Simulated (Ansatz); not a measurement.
# MoNH+ (sextet): the correlation ladder at a displaced geometry (v2), def2-SVP

How much of the correlation energy of MoNH+ (sextet) does each wave-function method recover here?

Program: Ansatz 0.2.0, Gaussian basis. Level of theory: def2-SVP, core rule «outside noble gas», up to 5 orbitals frozen. These are calculated values, not measurements.

To be run: UHF; CCSD(T) on ROHF; CCSD(T) on UHF; CISD as a restricted active space (open shells left free, so some higher excitations enter); CCSDT(Q) on ROHF; CCSDT(Q) on UHF; CASSCF and MRCISD+Q, 11 electrons in 11 orbitals; CASSCF and NEVPT2, 11 electrons in 11 orbitals.

13 further runs of the same task are left out: 7 that didn't finish, 6 set aside as unsound or not needed. Runs told in other sessions of the task aren't counted.

### 1 What is computed

The geometry is a PBE0/def2-TZVP stationary point (not a proven minimum) with its atoms shifted at random (size 0.100 Å). No spin-orbit coupling is included. Elements past krypton take def2 core potentials.

3 atoms, charge 1, spin multiplicity 6.

Atoms are counted from 1 here; the program's logs count them from 0.

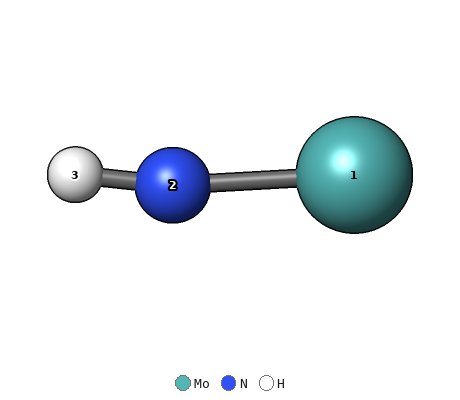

The structure; molybdenum teal, nitrogen blue, hydrogen white; atoms are numbered from 1 in the order of the file.

In the tables R marks a restricted open-shell determinant and U an unrestricted one; 'valence' is the active space of 11 electrons in 11 orbitals; energies count from the table's Hartree-Fock row.

### 2 UHF

Contents of in.yaml:

```yaml
crystal:
  periodic: [false, false, false]
  atoms:
    - {symbol: Mo, position_ang: [0.084376, 0.005225, 1.614498]}
    - {symbol: N, position_ang: [-0.080498, 0.013599, -0.292609]}
    - {symbol: H, position_ang: [-0.003878, -0.018825, -1.321889]}
basis:
  gaussian: {orbitals: def2-SVP}
total_charge: 1
magnetization: {spin_polarized: true, initial_magnetization: 5}
hamiltonian: {xc: hf}
output: {orbitals: {seedname: orbitals}}
```

Launch:

```
$ ansatz run in.yaml --threads 1 --pin off --events-out ev --progress --plain --max-ram 2393MiB
```

The log of the run, cut to the lines that bear on the results:

```text
Functional definition: HF
  name "HF"
  cite "Fock, Z. Phys. 61, 126 (1930) doi:10.1007/BF01340294"
  parent pbe
[...]
522 factors; integrals over basis functions are off by at most 1.1e-3 eV
[...]
mean field -3325.50179654 eV, -122.2099369166 hartree, gradient 2.4e-6 eV, S^2 9.281324; 14 other end points of the search recorded, 0 dependent functions left out
reference -3325.50179654 eV, -122.2099369166 hartree; 13, 8 occupied and 37, 42 virtual orbitals, 522 factors
Total energy: -3325.50179654 eV, -122.2099369166 hartree
```

It took 3.9 s on 1 thread of Arm Neoverse V2, shared host.

From the report: ⟨S²⟩ of the determinant 9.281 (pure sextet: 8.75). The determinant of HF (⟨S²⟩ 9.28) is far from a pure spin state, so its energy mixes those of several spin states; that is harmless only where they are near-degenerate.

### 3 CCSD(T) on ROHF

Edit in.yaml of step 2 so:

```diff
@@ -9,4 +9,4 @@
 total_charge: 1
-magnetization: {spin_polarized: true, initial_magnetization: 5}
-hamiltonian: {xc: hf}
-output: {orbitals: {seedname: orbitals}}
+magnetization: {spin_polarized: false, initial_magnetization: 5}
+correlation: {method: ccsd_t, electrons: outside_noble_gas}
+output: {forces: true}
```

The command is unchanged.

The log of the run, cut to the lines that bear on the results:

```text
Functional definition: HF
  name "HF"
  cite "Fock, Z. Phys. 61, 126 (1930) doi:10.1007/BF01340294"
  parent pbe
[...]
522 factors; integrals over basis functions are off by at most 1.1e-3 eV
[...]
mean field -3325.10631105 eV, -122.1954030931 hartree, gradient 6.0e-10 eV, S^2 8.750000; 33 other end points of the search recorded, 0 dependent functions left out
[...]
determinant -3325.10631105 eV, -122.1954030931 hartree, with singles and doubles -3331.46569147 eV, -122.4291060129 hartree
determinant -3325.09888081 eV, -122.1951300367 hartree, with singles and doubles -3331.47756888 eV, -122.4295424999 hartree
determinant -3324.81370741 eV, -122.1846501078 hartree, with singles and doubles -3330.74980844 eV, -122.4027977970 hartree
determinant -3324.78184114 eV, -122.1834790437 hartree, with singles and doubles -3330.72677616 eV, -122.4019513764 hartree
[...]
unrestricted determinant -3325.50179654 eV, -122.2099369166 hartree, S^2 9.2813
5 core orbitals not correlated: weight in the atoms' cores, before any rotation towards them, 0.996 or more for the frozen orbitals, at most 0.002 for the correlated occupied ones
reference -3325.09888081 eV, -122.1951300367 hartree; 8, 3 occupied and 37, 42 virtual orbitals, 522 factors
second order -5.59206783 eV of doubles, -0.07942793 eV of singles
cycle   1  -6.42374174 eV  change   -1.1e-6 eV  update   3.7e-6
[...]
cycle   4  -6.42374271 eV  change    1.3e-6 eV  update   1.1e-6
perturbative correction -0.37049936 eV, -0.0136156004 hartree
[...]
Total energy: -3331.89312287 eV, -122.4448138273 hartree
Atom 0 at     0.084376     0.005225     1.614498 Å, force     0.085884     0.000904     1.346982 eV/Å
Atom 1 at    -0.080498     0.013599    -0.292609 Å, force    -0.025095    -0.015297    -1.402817 eV/Å
Atom 2 at    -0.003878    -0.018825    -1.321889 Å, force    -0.060789     0.014393     0.055835 eV/Å
Dipole moment:     0.038780    -0.007145     0.101117 e Å
```

Wall time 35 s (1 thread of Arm Neoverse V2, shared host).

From the report: correlation -6.7942 eV; T1 0.054; largest double amplitude 0.13.

### 4 CCSD(T) on UHF

Edit in.yaml of step 3 so:

```diff
@@ -9,3 +9,3 @@
 total_charge: 1
-magnetization: {spin_polarized: false, initial_magnetization: 5}
+magnetization: {spin_polarized: true, initial_magnetization: 5}
 correlation: {method: ccsd_t, electrons: outside_noble_gas}
```

Launched as before.

The log of the run, cut to the lines that bear on the results:

```text
Functional definition: HF
  name "HF"
  cite "Fock, Z. Phys. 61, 126 (1930) doi:10.1007/BF01340294"
  parent pbe
[...]
522 factors; integrals over basis functions are off by at most 1.1e-3 eV
[...]
mean field -3325.50179654 eV, -122.2099369166 hartree, gradient 1.5e-6 eV, S^2 9.281325; 36 other end points of the search recorded, 0 dependent functions left out
determinant -3325.50179654 eV, -122.2099369166 hartree, with singles and doubles -3331.54620131 eV, -122.4320646952 hartree
determinant -3325.49460392 eV, -122.2096725927 hartree, with singles and doubles -3331.54109641 eV, -122.4318770933 hartree
determinant -3325.06144141 eV, -122.1937541644 hartree, with singles and doubles -3330.81426518 eV, -122.4051665383 hartree
determinant -3325.02753097 eV, -122.1925079785 hartree, with singles and doubles -3330.83148493 eV, -122.4057993524 hartree
[...]
5 core orbitals not correlated: weight in the atoms' cores, before any rotation towards them, 0.994 or more for the frozen orbitals, at most 0.003 for the correlated occupied ones
reference -3325.50179654 eV, -122.2099369166 hartree; 8, 3 occupied and 37, 42 virtual orbitals, 522 factors
second order -4.95573756 eV of doubles, -0.00000000 eV of singles
cycle   1  -6.11234612 eV  change   -1.9e-6 eV  update   3.0e-6
[...]
cycle  11  -6.11234167 eV  change   -3.1e-9 eV  update   1.4e-9
perturbative correction -0.29617983 eV, -0.0108844080 hartree
[...]
Total energy: -3331.91031804 eV, -122.4454457379 hartree
Atom 0 at     0.084376     0.005225     1.614498 Å, force     0.079261     0.001465     1.285449 eV/Å
Atom 1 at    -0.080498     0.013599    -0.292609 Å, force    -0.015033    -0.016830    -1.355023 eV/Å
Atom 2 at    -0.003878    -0.018825    -1.321889 Å, force    -0.064228     0.015365     0.069575 eV/Å
Dipole moment:     0.040416    -0.007250     0.118555 e Å
```

Run time: 34 s. Hardware: 1 thread of Arm Neoverse V2, shared host.

From the report: ⟨S²⟩ of the determinant 9.281 (pure sextet: 8.75); correlation -6.4085 eV; T1 0.065; largest double amplitude 0.13. The determinant of CCSD(T) (⟨S²⟩ 9.28) is far from a pure spin state, so its energy mixes those of several spin states; high orders of coupled cluster remove much of that, low ones don't.

### 5 CISD as a restricted active space (open shells left free, so some higher excitations enter)

Edit in.yaml of step 4 so:

```diff
@@ -9,4 +9,3 @@
 total_charge: 1
-magnetization: {spin_polarized: true, initial_magnetization: 5}
-correlation: {method: ccsd_t, electrons: outside_noble_gas}
-output: {forces: true}
+magnetization: {spin_polarized: false, initial_magnetization: 5}
+correlation: {active_space: {ras: {orbitals: [3, 5, 37], electrons: 11, max_holes: 2, max_particles: 2}, fixed_orbitals: true}}
```

Same command.

The log of the run, cut to the lines that bear on the results:

```text
Functional definition: HF
  name "HF"
  cite "Fock, Z. Phys. 61, 126 (1930) doi:10.1007/BF01340294"
  parent pbe
[...]
522 factors; integrals over basis functions are off by at most 1.1e-3 eV
[...]
mean field -3325.10631105 eV, -122.1954030931 hartree, gradient 6.0e-10 eV, S^2 8.750000; 19 other end points of the search recorded, 0 dependent functions left out
reference -3325.10631105 eV, -122.1954030931 hartree; 13, 8 occupied and 37, 42 virtual orbitals, 522 factors
state -3331.04977054 eV, -122.4138212007 hartree
Total energy: -3331.04977054 eV, -122.4138212007 hartree
```

Wall time 24 s (1 thread of Arm Neoverse V2, shared host).

From the report: 310,702 determinants.

### 6 CCSDT(Q) on ROHF

Edit in.yaml of step 5 so:

```diff
@@ -10,2 +10,2 @@
 magnetization: {spin_polarized: false, initial_magnetization: 5}
-correlation: {active_space: {ras: {orbitals: [3, 5, 37], electrons: 11, max_holes: 2, max_particles: 2}, fixed_orbitals: true}}
+correlation: {method: ccsdt_q, electrons: outside_noble_gas}
```

Launched as before.

The log of the run, cut to the lines that bear on the results:

```text
Functional definition: HF
  name "HF"
  cite "Fock, Z. Phys. 61, 126 (1930) doi:10.1007/BF01340294"
  parent pbe
[...]
887 factors; integrals over basis functions are off by at most 1.3e-7 eV
[...]
mean field -3325.10640871 eV, -122.1954066822 hartree, gradient 2.3e-9 eV, S^2 8.750000; 33 other end points of the search recorded, 0 dependent functions left out
[...]
determinant -3325.10640871 eV, -122.1954066822 hartree, with singles and doubles -3331.46575381 eV, -122.4291083038 hartree
determinant -3325.09897684 eV, -122.1951335659 hartree, with singles and doubles -3331.47763243 eV, -122.4295448350 hartree
determinant -3324.81383695 eV, -122.1846548683 hartree, with singles and doubles -3330.74990399 eV, -122.4028013081 hartree
determinant -3324.78197101 eV, -122.1834838163 hartree, with singles and doubles -3330.72687890 eV, -122.4019551518 hartree
[...]
determinant -3324.68200569 eV, -122.1798101587 hartree, with singles and doubles -3331.49121251 eV, -122.4300438938 hartree
determinant -3324.68200569 eV, -122.1798101587 hartree, with singles and doubles -3331.53237416 eV, -122.4315565566 hartree
unrestricted determinant -3325.50187787 eV, -122.2099399056 hartree, S^2 9.2813
5 core orbitals not correlated: weight in the atoms' cores, before any rotation towards them, 0.996 or more for the frozen orbitals, at most 0.002 for the correlated occupied ones
reference -3325.09897684 eV, -122.1951335659 hartree; 8, 3 occupied and 37, 42 virtual orbitals, 887 factors
second order -5.59205045 eV of doubles, -0.07942660 eV of singles
cycle   1  -5.90284301 eV  change   -2.3e-1 eV  update   1.2e-1
[...]
cycle  43  -7.08649898 eV  change    1.7e-8 eV  update   4.0e-7
perturbative correction -0.10230855 eV, -0.0037597699 hartree
WARN: these amplitudes may be one of several solutions (largest doubles amplitude 0.66, level shift 0.00 eV)
Total energy: -3332.28778437 eV, -122.4593173698 hartree
```

Run time: 1.7 min. Hardware: 1 thread of Arm Neoverse V2, shared host; peak memory 0.54 GiB.

From the report: correlation -7.1888 eV; T1 0.067; largest double amplitude 0.66. The report flags that the cluster equations may have other roots.

### 7 CCSDT(Q) on UHF

Edit in.yaml of step 6 so:

```diff
@@ -9,3 +9,3 @@
 total_charge: 1
-magnetization: {spin_polarized: false, initial_magnetization: 5}
+magnetization: {spin_polarized: true, initial_magnetization: 5}
 correlation: {method: ccsdt_q, electrons: outside_noble_gas}
```

Launched as before.

The log of the run, cut to the lines that bear on the results:

```text
Functional definition: HF
  name "HF"
  cite "Fock, Z. Phys. 61, 126 (1930) doi:10.1007/BF01340294"
  parent pbe
[...]
887 factors; integrals over basis functions are off by at most 1.3e-7 eV
[...]
mean field -3325.50187787 eV, -122.2099399056 hartree, gradient 1.4e-6 eV, S^2 9.281319; 36 other end points of the search recorded, 0 dependent functions left out
determinant -3325.50187787 eV, -122.2099399056 hartree, with singles and doubles -3331.54626253 eV, -122.4320669446 hartree
determinant -3325.49468592 eV, -122.2096756063 hartree, with singles and doubles -3331.54115843 eV, -122.4318793727 hartree
determinant -3325.06156889 eV, -122.1937588488 hartree, with singles and doubles -3330.81436290 eV, -122.4051701297 hartree
determinant -3325.02765621 eV, -122.1925125811 hartree, with singles and doubles -3330.83159503 eV, -122.4058033985 hartree
[...]
determinant -3322.36211656 eV, -122.0945558057 hartree, with singles and doubles -3328.28259168 eV, -122.3121292533 hartree
determinant -3325.50187787 eV, -122.2099399056 hartree, with singles and doubles -3331.61420067 eV, -122.4345636254 hartree
determinant -3325.49468592 eV, -122.2096756063 hartree, with singles and doubles -3331.60838227 eV, -122.4343498031 hartree
5 core orbitals not correlated: weight in the atoms' cores, before any rotation towards them, 0.994 or more for the frozen orbitals, at most 0.003 for the correlated occupied ones
reference -3325.50187787 eV, -122.2099399056 hartree; 8, 3 occupied and 37, 42 virtual orbitals, 887 factors
second order -4.95572671 eV of doubles, -0.00000000 eV of singles
cycle   1  -5.41735533 eV  change   -4.6e-1 eV  update   9.4e-2
[...]
cycle  41  -6.73581088 eV  change   -1.3e-6 eV  update   5.8e-7
perturbative correction -0.11677582 eV, -0.0042914322 hartree
WARN: these amplitudes may be one of several solutions (largest doubles amplitude 0.64, level shift 0.00 eV)
Total energy: -3332.35446457 eV, -122.4617678219 hartree
```

Run time: 89 s. Hardware: 1 thread of Arm Neoverse V2, shared host; peak memory 0.45 GiB.

From the report: ⟨S²⟩ of the determinant 9.281 (pure sextet: 8.75); correlation -6.8526 eV; T1 0.069; largest double amplitude 0.64. The determinant of CCSDT(Q) (⟨S²⟩ 9.28) is far from a pure spin state, so its energy mixes those of several spin states; high orders of coupled cluster remove much of that, low ones don't. The report flags that the cluster equations may have other roots.

### 8 CASSCF and MRCISD+Q, 11 electrons in 11 orbitals

Edit in.yaml of step 7 so:

```diff
@@ -9,3 +9,3 @@
 total_charge: 1
-magnetization: {spin_polarized: true, initial_magnetization: 5}
-correlation: {method: ccsdt_q, electrons: outside_noble_gas}
+magnetization: {spin_polarized: false, initial_magnetization: 5}
+correlation: {method: fic_mrcisd_q, electrons: outside_noble_gas, active_space: {window: {electrons: 11, orbitals: 11}, shells: [{species: H, l: s, shell: 1}, {species: Mo, l: s, shell: 5}, {species: Mo, l: d, shell: 4}, {species: "N", l: s, shell: 2}, {species: "N", l: p, shell: 2}]}}
```

Launched as before.

The log of the run, cut to the lines that bear on the results:

```text
Functional definition: HF
  name "HF"
  cite "Fock, Z. Phys. 61, 126 (1930) doi:10.1007/BF01340294"
  parent pbe
[...]
887 factors; integrals over basis functions are off by at most 1.3e-7 eV
[...]
mean field -3325.10640871 eV, -122.1954066822 hartree, gradient 3.0e-6 eV, S^2 8.750000; 19 other end points of the search recorded, 0 dependent functions left out
reference -3325.10640871 eV, -122.1954066822 hartree; 13, 8 occupied and 37, 42 virtual orbitals, 887 factors
state -3327.86461424 eV, -122.2967688657 hartree
contracted CI cycle   1: correlation 0.00000000 eV, 0.0000000000 hartree, residual 1.94e1 eV
contracted CI cycle   2: correlation -3.96159524 eV, -0.1455859398 hartree, residual 3.27e0 eV
contracted CI cycle   3: correlation -4.08582286 eV, -0.1501512207 hartree, residual 6.68e-1 eV
contracted CI cycle   4: correlation -4.09254299 eV, -0.1503981808 hartree, residual 2.13e-1 eV
contracted CI cycle   5: correlation -4.09337508 eV, -0.1504287594 hartree, residual 7.39e-2 eV
contracted CI cycle   6: correlation -4.09346313 eV, -0.1504319952 hartree, residual 2.40e-2 eV
contracted CI cycle   7: correlation -4.09347210 eV, -0.1504323250 hartree, residual 7.49e-3 eV
contracted CI cycle   8: correlation -4.09347299 eV, -0.1504323579 hartree, residual 2.48e-3 eV
contracted CI cycle   9: correlation -4.09347310 eV, -0.1504323616 hartree, residual 8.15e-4 eV
state -3327.86461424 eV, -122.2967688657 hartree; corrected -3332.19358345 eV, -122.4558555500 hartree
Total energy: -3332.19358345 eV, -122.4558555500 hartree
Checks for a lower state left out: starts, orbital_swaps
```

Wall time 18 s (1 thread of Arm Neoverse V2, shared host); peak memory 0.96 GiB.

From the report: 13,625 determinants; active occupations 1.98, 1.97, 1.40, 1.37, 1.00, 1.00, 1.00, 0.63, 0.60, 0.03, 0.02.

### 9 CASSCF and NEVPT2, 11 electrons in 11 orbitals

Contents of in.yaml:

```yaml
crystal:
  periodic: [false, false, false]
  atoms:
    - {symbol: Mo, position_ang: [0.084376, 0.005225, 1.614498]}
    - {symbol: N, position_ang: [-0.080498, 0.013599, -0.292609]}
    - {symbol: H, position_ang: [-0.003878, -0.018825, -1.321889]}
basis:
  gaussian: {orbitals: def2-SVP}
total_charge: 1
magnetization: {spin_polarized: false, initial_magnetization: 5}
correlation: {method: sc_nevpt2, electrons: outside_noble_gas, active_space: {window: {electrons: 11, orbitals: 11}, shells: [{species: H, l: s, shell: 1}, {species: Mo, l: s, shell: 5}, {species: Mo, l: d, shell: 4}, {species: "N", l: s, shell: 2}, {species: "N", l: p, shell: 2}]}}
```

The command is unchanged.

The log of the run, cut to the lines that bear on the results:

```text
Functional definition: HF
  name "HF"
  cite "Fock, Z. Phys. 61, 126 (1930) doi:10.1007/BF01340294"
  parent pbe
[...]
887 factors; integrals over basis functions are off by at most 1.3e-7 eV
[...]
mean field -3325.10640871 eV, -122.1954066822 hartree, gradient 3.0e-6 eV, S^2 8.750000; 19 other end points of the search recorded, 0 dependent functions left out
reference -3325.10640871 eV, -122.1954066822 hartree; 13, 8 occupied and 37, 42 virtual orbitals, 887 factors
state -3327.86461424 eV, -122.2967688657 hartree
state -3327.86461424 eV, -122.2967688657 hartree; corrected -3331.32866726 eV, -122.4240704661 hartree
Total energy: -3331.32866726 eV, -122.4240704661 hartree
Checks for a lower state left out: starts, orbital_swaps
```

Wall time 11 s (1 thread of Arm Neoverse V2, shared host).

From the report: 13,625 determinants; active occupations 1.98, 1.97, 1.40, 1.37, 1.00, 1.00, 1.00, 0.63, 0.60, 0.03, 0.02.

### 10 Natural occupations

Natural occupations of the CASSCF valence state about the gap (report; correlated orbitals 1 to 10): 1.980, 1.967, 1.397, 1.370, 1.001, 1.000, 1.000, 0.630, 0.603, 0.027. The count of effectively unpaired electrons, Σ n²(2 − n)², is 5.92; a single determinant of this spin has 5.

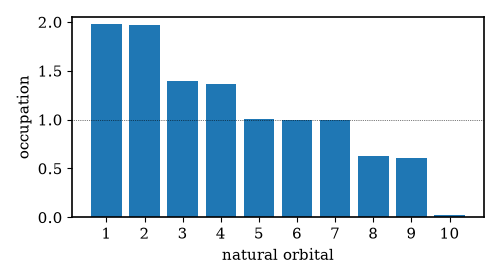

Natural occupations of the CASSCF valence state.

### 11 Misses and costs

No level here is safe as a reference; RCCSDT(Q) serves as a yardstick only. Rows without a time are mean-field rows or come out of runs for another level: lower rungs of the coupled-cluster runs, CASSCF and MRCISD of the multireference runs, or the Hartree-Fock search. The times of RCCSD(T), UCCSD(T) include forces.

Differences are taken before rounding.

```csv
method,energy from the lowest ROHF (meV),from RCCSDT(Q) (meV),time
ROHF,0.0,+7181.5,
UHF,-395.5,+6786.0,
RMP2,-5664.1,+1517.4,
UMP2,-5351.2,+1830.3,
RCCSD,-6416.3,+765.2,
UCCSD,-6507.8,+673.6,
RCCSD(T),-6786.8,+394.7,35 s
UCCSD(T),-6804.0,+377.5,34 s
RCCSDT,-7079.2,+102.3,
UCCSDT,-7131.4,+50.1,
RCCSDT(Q),-7181.5,0,1.7 min
UCCSDT(Q),-7248.2,-66.7,89 s
CASSCF valence,-2758.3,+4423.2,
NEVPT2 valence,-6222.4,+959.1,11 s
MRCISD valence,-6851.8,+329.7,
MRCISD+Q valence,-7087.3,+94.2,18 s
```

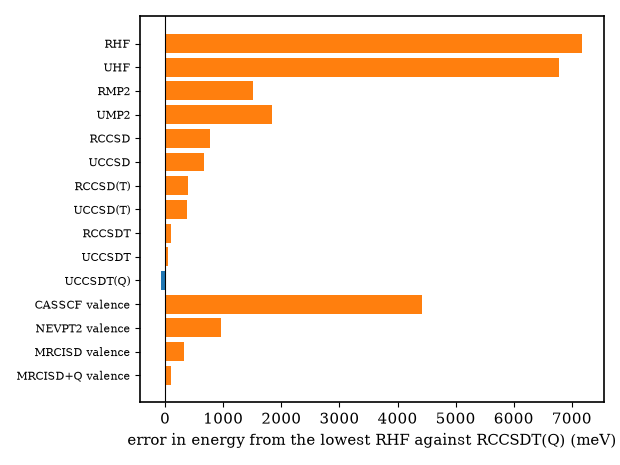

Deviations from RCCSDT(Q), method by method.

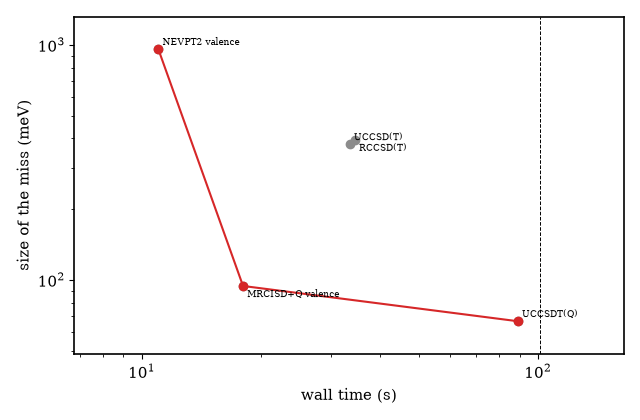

Accuracy for the time spent; red marks the levels that beat every quicker one drawn (of those quicker than the yardstick), and the dashed line is the time of RCCSDT(Q). Times are from a shared host.

Not comparable, so not listed: CISD as a restricted active space (open shells left free, so some higher excitations enter) (they don't share determinant, frozen orbitals or solution with the rows shown, or repeat one).

The ROHF row is the lowest such solution found; the determinant under the restricted MP2 and coupled-cluster rows lies 0.01 eV higher.

The program flags RCCSDT(Q), UCCSDT(Q) as in doubt (see the logs), so the zero of the table is itself unsure.

### 12 Outcome

| quantity | value |
| --- | --- |
| RCCSDT(Q) from the ROHF energy | -7.1815 eV |
| RMP2 from RCCSDT(Q) | +1517.4 meV |
| UMP2 from RCCSDT(Q) | +1830.3 meV |
| RCCSD from RCCSDT(Q) | +765.2 meV |
| RCCSD(T) from RCCSDT(Q) | +394.7 meV |
| UCCSD(T) from RCCSDT(Q) | +377.5 meV |
| UCCSDT(Q) from RCCSDT(Q) | -66.7 meV |
| NEVPT2 valence from RCCSDT(Q) | +959.1 meV |
| MRCISD+Q valence from RCCSDT(Q) | +94.2 meV |
| T1 diagnostic | 0.054 |
| effectively unpaired electrons | 5.92 |

In words: RCCSD(T) misses by +394.7 meV, 5.5 % of the correlation energy. With 5.9 effectively unpaired electrons against 5 the state is strongly multireference. Coupled cluster took another determinant than the lowest Hartree-Fock one. Warnings: spin contamination; coupled cluster took another determinant than the lowest; large T1 diagnostic.
